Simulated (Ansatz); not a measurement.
## CH6AlNO: single-point calculation

CH6AlNO, computed with RKS PBE0-D4/def2-TZVPP (Ansatz 0.2.0).

The geometry comes from this level: PBE0-D4/def2-TZVP.

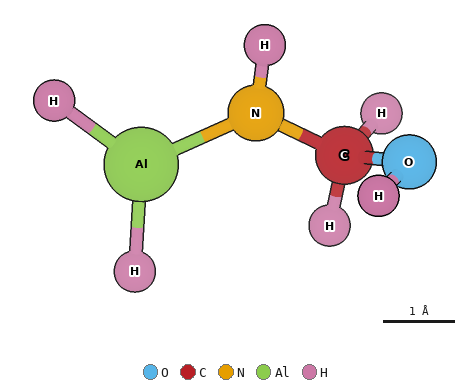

**Figure 1.** The input geometry (ball-and-stick view, seen at a tilt). Sticks mark near contacts. Bond lengths as drawn: Al–H 1.58 Å, Al–N 1.78 Å, C–H 1.09 to 1.10 Å, C–N 1.43 Å, C–O 1.41 Å, H–N 1.01 Å and H–O 0.96 Å.

### Summary

```json
{"quantity": "outcome", "value": "converged"}
{"quantity": "total energy", "value": "−11262.9981 eV"}
{"quantity": "mean-field energy", "value": "−11262.8638 eV"}
{"quantity": "dispersion energy", "value": "−0.1343 eV"}
{"quantity": "SCF solution under orbital rotations", "value": "stable"}
{"quantity": "HOMO", "value": "−7.40 eV"}
{"quantity": "LUMO", "value": "−0.95 eV"}
{"quantity": "hardware", "value": "2 threads of AMD EPYC, 11 GiB of memory available, shared host"}
{"quantity": "wall time", "value": "3 s (CPU time 5.7 s)"}
{"quantity": "peak memory", "value": "0.42 GiB"}
```

### Input
```yaml
crystal:
  periodic: [false, false, false]
  atoms:
    - {symbol: O, position_ang: [0.089539, -0.030174, -2.096214]}
    - {symbol: C, position_ang: [0.617023, -0.408973, -0.845380]}
    - {symbol: N, position_ang: [-0.366832, -0.456333, 0.195483]}
    - {symbol: Al, position_ang: [-0.422279, 0.500655, 1.689482]}
    - {symbol: H, position_ang: [-0.356375, 0.813938, -1.977466]}
    - {symbol: H, position_ang: [1.066111, -1.390898, -1.025149]}
    - {symbol: H, position_ang: [1.415586, 0.276558, -0.530585]}
    - {symbol: H, position_ang: [-1.072810, -1.154493, 0.002847]}
    - {symbol: H, position_ang: [-1.603991, 0.217058, 2.701841]}
    - {symbol: H, position_ang: [0.717129, 1.581362, 1.888141]}
basis:
  gaussian: {orbitals: def2-TZVPP}
hamiltonian: {xc: pbe0, dispersion: d4}
output: {orbitals: {seedname: orbitals}}
```

Launched with:
```bash
ansatz run in.yaml --threads 2 --pin off --events-out ev --progress --plain --max-ram 4352MiB
```

### What the program printed
```
Functional definition: PBE0
  name "PBE0"
  cite "Adamo & Barone, J. Chem. Phys. 110, 6158 (1999) doi:10.1063/1.478522"
  cite "Perdew, Burke & Ernzerhof, Phys. Rev. Lett. 77, 3865 (1996) doi:10.1103/PhysRevLett.77.3865"
  parent pbe
  parameter a = 0.25
  parameter kappa = 0.804
  parameter beta = 0.06672455060314922
  exchange = (1 - a)*pbe_x(kappa = kappa, mu = beta*pi^2/3) + a*exact_x
  correlation = pbe_c(beta = beta)
1140 factors; their error is unknown
mean field evaluation 1: about -11254.3002 eV, gradient 6.7e1 eV
mean field evaluation 2: about -11232.3500 eV, gradient 1.1e2 eV
mean field evaluation 4: about -11262.7259 eV, gradient 8.7e0 eV
mean field evaluation 8: about -11262.8513 eV, gradient 1.4e-1 eV
mean field evaluation 16: about -11262.8638 eV, gradient 2.8e-5 eV
mean field -11262.86377476 eV, -413.9026094793 hartree, gradient 2.8e-5 eV, S^2 0.000000; 0 other end points of the search recorded, 0 dependent functions left out
reference -11262.86380943 eV, -413.9026107531 hartree; 20, 20 occupied and 199, 199 virtual orbitals, 1140 factors
Total energy: -11262.99807758 eV, -413.9075450166 hartree
```

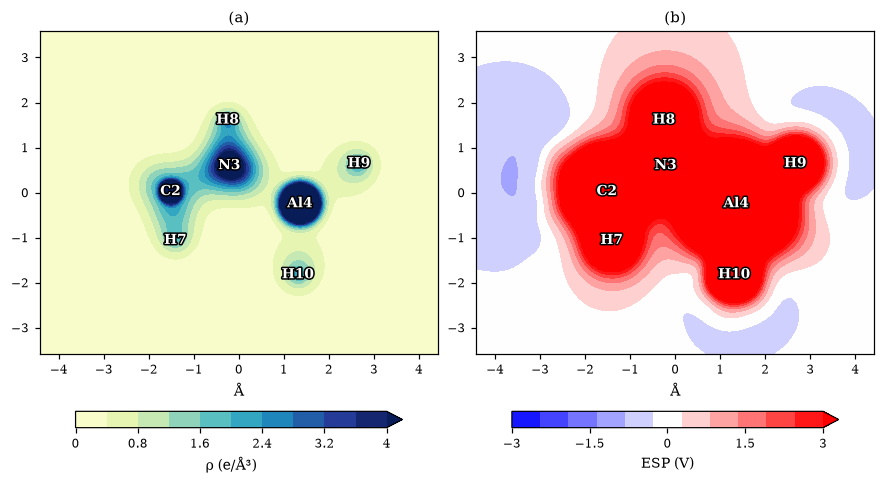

**Figure 2.** (a) total electron density; (b) electrostatic potential on the plane of atoms N3, Al4 and H10. C–N (1.43 Å): ρ at the midpoint is about 2 e/Å³. C–H (1.10 Å): ρ at the midpoint is about 2.1 e/Å³. Al–H (1.58 Å): ρ at the midpoint is about 0.56 e/Å³.

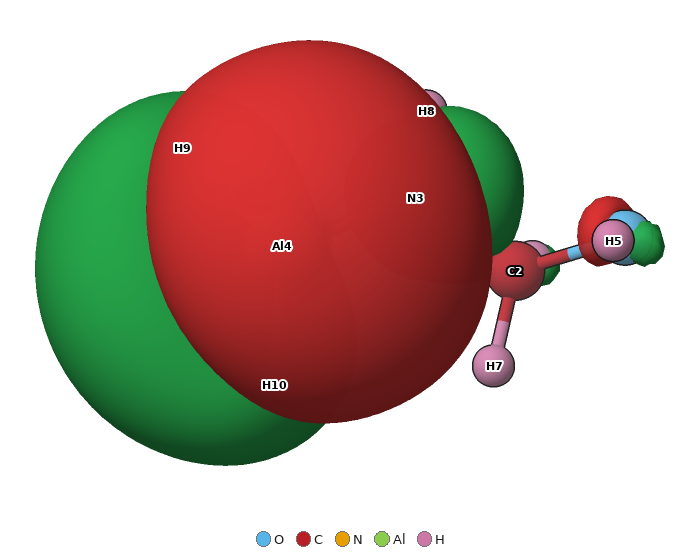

**Figure 3.** The LUMO at ±0.06 Å⁻³ᐟ² (green and red are the two phases), seen at a tilt. Its weight (Hirshfeld) is mainly on Al4 (75 %) and N3 (10 %). Its energy is −0.95 eV.

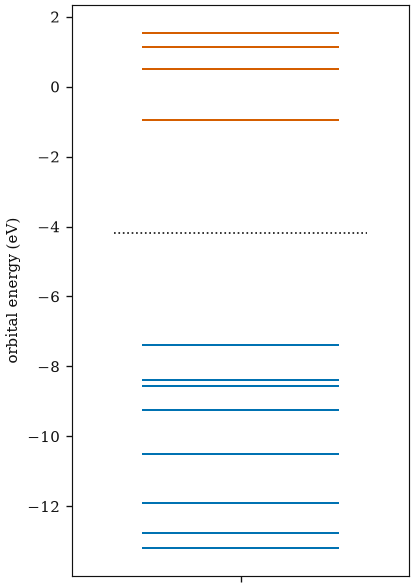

**Figure 4.** Orbital energies near the frontier; the dotted line parts filled from empty levels, and levels within 0.02 eV of each other stand side by side. Highest filled −7.40 eV, lowest empty −0.95 eV, 6.45 eV apart.
